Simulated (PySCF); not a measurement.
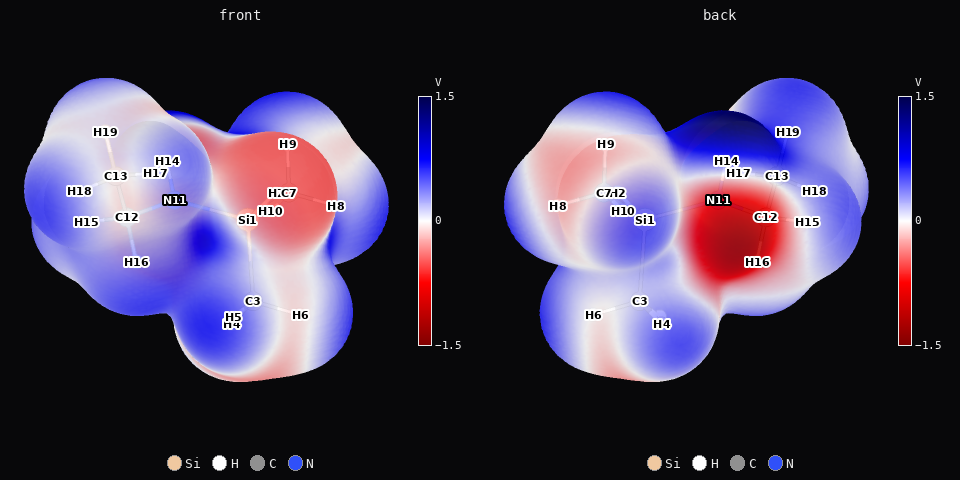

Figure. C₄H₁₃NSi (SiHMe2(NHEt)). The electrostatic potential painted on the density surface at 0.002 e/bohr³, seen from the front and from behind; the colour scale runs from red (negative) to blue (positive).

Geometry: PBE0-D3(BJ)/def2-SVP.

Theory: PySCF 2.14.0, PBE0/pcSseg-1, SCF density, gas phase, non-relativistic.

Input

```
{"job": {"kind": "nmr", "xc": "PBE0", "basis": "pcSseg-1"}, "charge": 0, "multiplicity": 1}
Si     0.294393     0.967184     0.187492
H      0.069199     1.129906     1.669938
C      2.114125     0.574693    -0.052204
H      2.337814     0.387438    -1.114010
H      2.423500    -0.310118     0.525624
H      2.731662     1.420757     0.288962
C     -0.189141     2.576877    -0.645273
H      0.421904     3.409868    -0.263824
H     -1.244532     2.827223    -0.452701
H     -0.044943     2.512946    -1.734967
N     -0.663977    -0.291896    -0.537511
C     -0.516514    -1.705524    -0.271246
C     -1.328416    -2.219332     0.910875
H     -1.609702    -0.037505    -0.805939
H     -0.780289    -2.285193    -1.175530
H      0.552904    -1.914858    -0.097962
H     -1.045401    -1.698830     1.839296
H     -1.179516    -3.300386     1.062721
H     -2.405830    -2.049801     0.750849
```

Run with:

```sh
OMP_NUM_THREADS=1 python probes_run.py task.json out
```

Which sites attract a positive test charge, and which a negative one?

Answer. A positive charge is drawn to the negative regions and a negative charge to the positive ones. The most negative region (about −1.2 V, or −28 kcal/mol for a unit charge) lies over N11, the most positive (about +1.4 V, or +32 kcal/mol for a unit charge) over H14. N11 is the likeliest acceptor of a hydrogen bond.

What dipole moment does the calculation give?

Answer. Its dipole moment is 0.64 D.
